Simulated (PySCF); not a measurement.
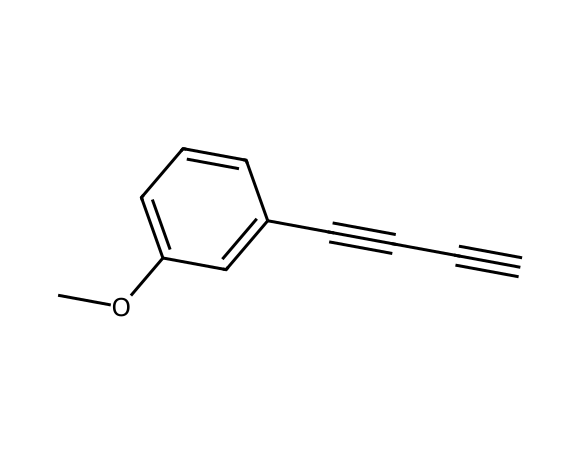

The geometry was computed by an optimisation with GFN2-xTB. No frequency run is at hand to confirm it as a minimum. Properties computed with PBE0/pcSseg-1, gas phase (PySCF 2.14.0).

Predict the main results.

The species is C11H8O (`C#CC#Cc1cccc(OC)c1`).
- dipole moment: 1.33 D
- HOMO energy (Kohn–Sham orbital): −6.52 eV
- LUMO energy (Kohn–Sham orbital): −1.58 eV
- HOMO–LUMO gap: 4.94 eV
